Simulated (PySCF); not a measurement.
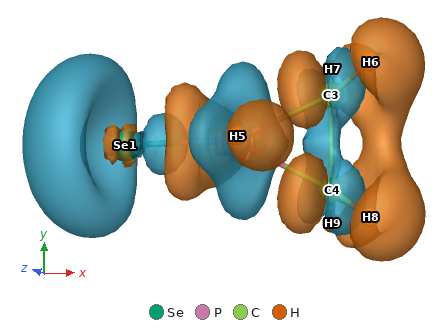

Figure. C2H5PSe, SMILES `[Se]=[PH]1CC1`. Change of the electron density in a uniform field of 0.21 V/Å, surfaces at ±0.002 e/Å³ (light blue: gain, orange: loss).

Computed with PySCF, M06-2X/def2-SVPD, geometry: GFN2-xTB. No frequency check shows the geometry to be a minimum. GFN2-xTB bond lengths at metals and heavier atoms can be off by up to 0.1 Å and shapes distorted, which carries into these values.

The field was applied in both directions; the picture shows the one opposite to the script's first.

Question: Along which Cartesian direction does the field point?

Answer: Along +x: electrons gather on the −x side, against the field.

Question: How large is the response?

Answer: The induced dipole is 1.08 D (along the field); α along this axis, from the fields in both directions, is 106 bohr³ (15.7 Å³).
